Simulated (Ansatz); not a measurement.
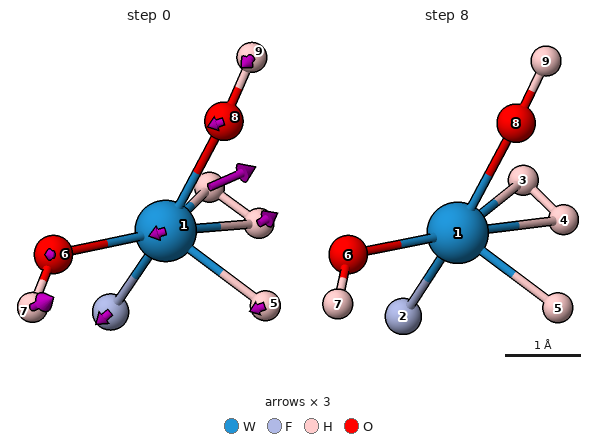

The structure of WH5O2F before (left) and after (right) a relaxation, at one scale. The purple arrows give the displacements, 3 times their true length.

Style: ball-and-stick. Shown from a free direction.

The run prepares an end point of a later path (reaction) calculation, from a guessed geometry.

These are results of RHF/def2-SVP (Ansatz 0.2.0), not measurements.

The input:
```yaml
crystal:
  periodic: [false, false, false]
  atoms:
    - { symbol: W, position_ang: [0.231151, -0.25986, 0.083278] }
    - { symbol: F, position_ang: [0.678415, -0.099776, 1.881993] }
    - { symbol: H, position_ang: [1.061287, 1.272942, 0.286222] }
    - { symbol: H, position_ang: [0.295361, 1.591264, 0.354594] }
    - { symbol: H, position_ang: [-1.267895, 0.456464, 0.30731] }
    - { symbol: O, position_ang: [0.31302, -2.166416, 0.1963] }
    - { symbol: H, position_ang: [-0.256504, -2.845582, 0.524943] }
    - { symbol: O, position_ang: [0.275967, 0.016661, -1.733207] }
    - { symbol: H, position_ang: [0.518197, 0.329603, -2.586734] }
basis:
  gaussian: { orbitals: def2-SVP }
hamiltonian:
  xc: hf
relax:
  f_tol: 0.03
  max_steps: 50
```

Launched with:
```bash
ansatz run input.yaml --threads 1 --pin off --max-ram 2048MiB --backend cpu --events-out ev --progress --plain --runs-dir out
```

**Summarise the run.**

After 7 accepted moves (8 points after the start) the energy has fallen by 18.1 kJ/mol. Largest force component: 1.4 eV/Å at the start, 0.027 eV/Å at the end. The line search rejected the trial step at point 4 of the run. The atom that moves furthest after the best rigid fit is H3 (0.26 Å). By element the largest moves are H 0.26 Å, F 0.09 Å, W 0.08 Å, O 0.08 Å. Among the contacts that change: W1–H3 1.755 → 2.001 Å, W1–H4 1.872 → 2.021 Å, H3–H4 0.832 → 0.785 Å, W1–F2 1.860 → 1.871 Å. Among the angles between lasting bonds that change: W1–H4–H3 69.0° → 77.3°, H3–W1–O6 147.6° → 154.8°, F2–W1–H3 72.5° → 78.4°. Cost: 20 s on 1 thread of Arm Neoverse V2 (shared host), peak memory 0.2 GiB.

Limits of the set-up: Hartree-Fock leaves out electron correlation.
